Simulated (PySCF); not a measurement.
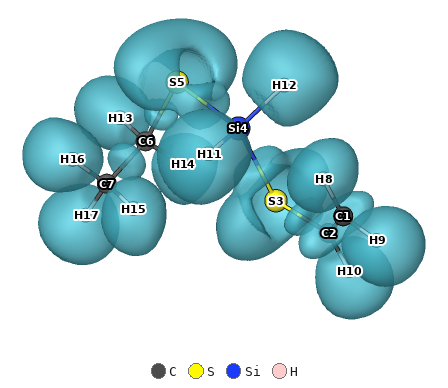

*C₄H₁₀S₂Si. Isosurface of the ELF at 0.8 (cyan), seen at a tilt. Core shells and regions of very low density are left out.*

Geometry: GFN2-xTB.

These are results of PySCF 2.14.0, PBE0/pcSseg-1, SCF density, gas phase, non-relativistic, not measurements.

Input

```
{"job": {"kind": "nmr", "xc": "PBE0", "basis": "pcSseg-1"}, "charge": 0, "multiplicity": 1}
C     -3.359112     0.465771     0.541955
C     -2.610385     1.288818    -0.168906
S     -0.987799     1.029104    -0.772322
Si    -0.446264    -0.931030    -0.057056
S      1.479722    -1.413589    -0.832669
C      2.335011     0.207299    -0.882820
C      2.625566     0.750496     0.500666
H     -3.032550    -0.513212     0.845055
H     -4.348286     0.760890     0.846469
H     -2.958926     2.266724    -0.463653
H     -0.431490    -0.884380     1.400918
H     -1.340658    -1.933701    -0.604462
H      3.255832     0.009742    -1.430045
H      1.713431     0.889732    -1.460733
H      1.699920     0.987791     1.022085
H      3.180959     0.021283     1.086299
H      3.218033     1.659755     0.419311
```

Command:

```sh
OMP_NUM_THREADS=1 python probes_run.py task.json out
```

### What do the ELF domains correspond to?

The ELF exceeds this value in two regions between bonded C–C atoms (shared pairs), two regions between bonded C–S atoms (shared pairs), ten regions around hydrogen nuclei and two regions on S in which the atom's valence shell and bonds are merged.

Values along the shortest contacts:
C–C (1.32 Å): the ELF peaks at about 0.90 between the atoms; a short, multiple covalent bond. C–S (1.75 Å): the ELF peaks at about 0.90 between the atoms (localised, covalent bonding).
